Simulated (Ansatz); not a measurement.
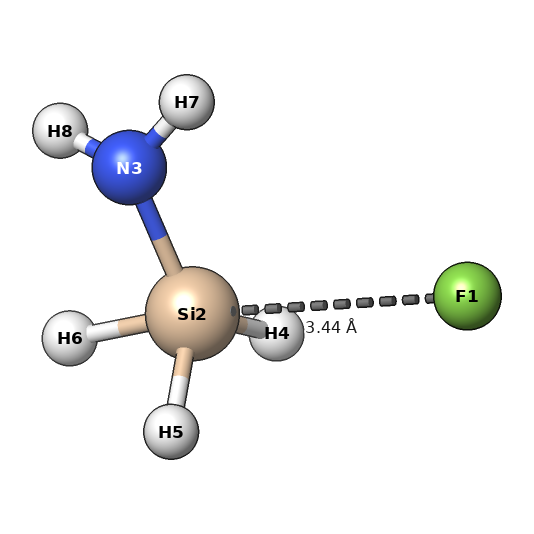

Two molecules or ions; the broken line marks their closest contact (measured against van der Waals radii). The species has charge −1 and is a spin singlet. Geometry: a pair of rigid molecules at a changed separation. Program: Ansatz 0.2.0.

Question: Which two species are they?

Answer: F and H5NSi (`N[SiH3].[F-]`).

Give the counterpoise-corrected interaction energy (kcal/mol, monomers kept as in the pair) with RHF-CCSD(T) (frozen core)/def2-TZVPPD; ωB97M-V/def2-TZVPPD.

```json
{"level": "RHF-CCSD(T) (frozen core)/def2-TZVPPD", "interaction energy (kcal/mol)": "−16.1"}
{"level": "ωB97M-V/def2-TZVPPD", "interaction energy (kcal/mol)": "−16.5"}
```
